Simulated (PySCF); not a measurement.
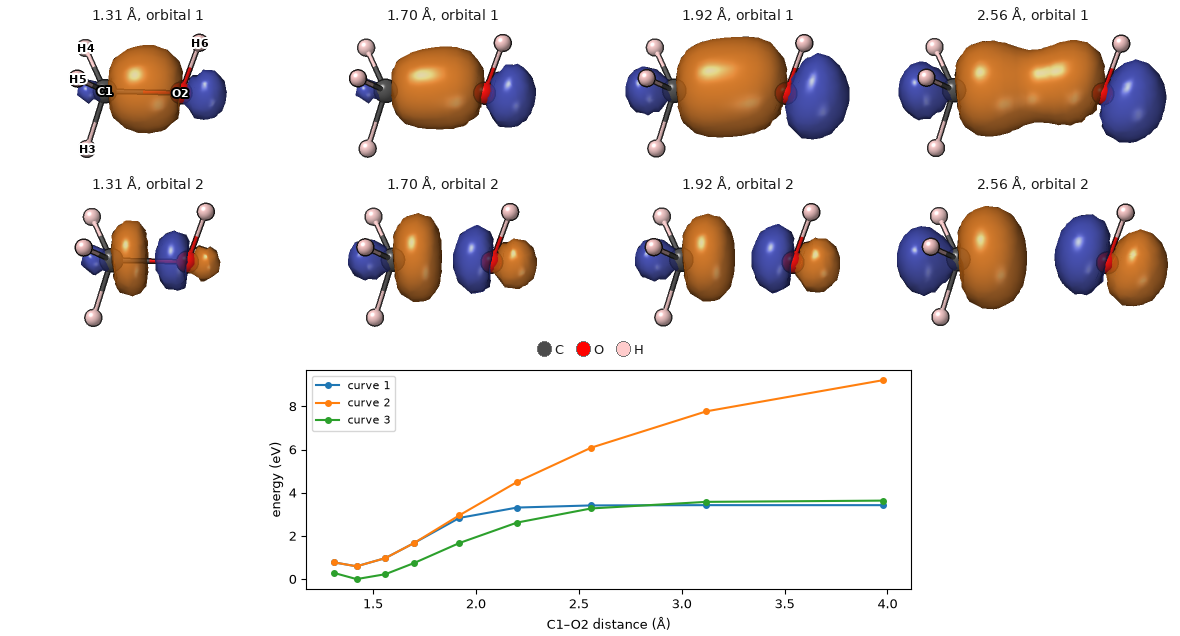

Figure 1: CH4O, SMILES `CO`. Rigid stretch of the C1–O2 bond. The two CASSCF(2,2) natural orbitals nearest half filling (orbital 1 the more occupied). Below: energies along the scan, from the lowest point of the three curves.

Method: def2-TZVP basis; geometry: GFN2-xTB; program: PySCF. No frequency check shows the geometry to be a minimum.

**How do the occupations change along the stretch?**

1.31 Å: 1.99 and 0.01; 1.70 Å: 1.94 and 0.06; 1.92 Å: 1.88 and 0.12; 2.56 Å: 1.51 and 0.49. At the longest distance computed (3.98 Å) they are 1.06 and 0.94, and the effective number of unpaired electrons is 2.0.

**Which curve is which method?**

Curve 1 is UHF. Curve 2 is RHF. Curve 3 is CASSCF(2,2). RHF rises too steeply because it keeps both electrons in one orbital and so mixes in ionic fragments.

**Where does the UHF solution part from RHF?**

Between 1.70 Å (⟨S²⟩ = 0, the two coincide) and 1.92 Å (⟨S²⟩ = 0.33); at 3.98 Å ⟨S²⟩ is 1.01 and UHF lies 5.8 eV below RHF.

**How much energy does the stretch cost?**

By CASSCF, 3.6 eV from the lowest point of the scan (1.42 Å) to 3.98 Å; RHF gives 8.6 eV from its own lowest point. The fragments aren't relaxed and dynamic correlation is missing, so this isn't a bond dissociation energy.
